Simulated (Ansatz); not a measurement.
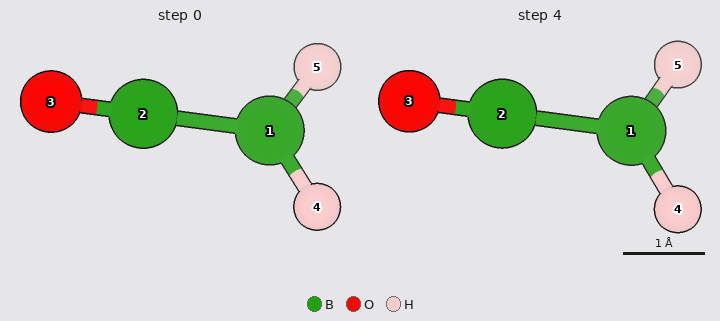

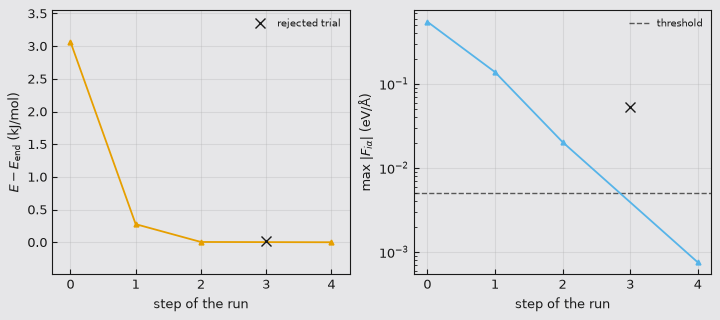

First and last geometry of a relaxation of B$_{2}$H$_{2}$O, with the history of the run. A ball-and-stick model, seen at a tilt.

These are results of Ansatz, RKS PBE0-D4/def2-TZVP, not measurements.

Input
```yaml
crystal:
  periodic: [false, false, false]
  atoms:
    - {symbol: B, position_ang: [-0.365520, 0.383760, -0.370260]}
    - {symbol: B, position_ang: [0.557220, -0.586010, 0.569290]}
    - {symbol: O, position_ang: [1.233410, -1.294300, 1.250880]}
    - {symbol: H, position_ang: [-0.935350, -0.027850, -1.305150]}
    - {symbol: H, position_ang: [-0.489750, 1.524400, -0.144760]}
basis:
  gaussian: {orbitals: def2-TZVP}
hamiltonian: {xc: pbe0, dispersion: d4}
relax: {f_tol: 0.005, max_steps: 200}
```

Command:
```bash
ansatz run in.yaml --threads 2 --pin off --events-out ev --progress --plain --max-ram 4352MiB
```

**What do the curves and the structures tell?**

It converged. The largest moves after the best rigid fit, 0.035 Å, are those of H4 and H5. By element the largest moves are H 0.035 Å, O 0.023 Å, B 0.022 Å. Near-neighbour distances that change, for instance: B1–B2 1.635 → 1.670 Å, B1–H4 1.170 → 1.191 Å, B2–O3 1.193 → 1.203 Å. Bond angles that change, for instance: H4–B1–H5 116.5° → 119.4°. After 3 accepted moves (4 points after the start) the energy has fallen by 3.07 kJ/mol. The largest force component goes from 0.55 to 0.00076 eV/Å. The line search rejected the trial step at point 3 of the run.
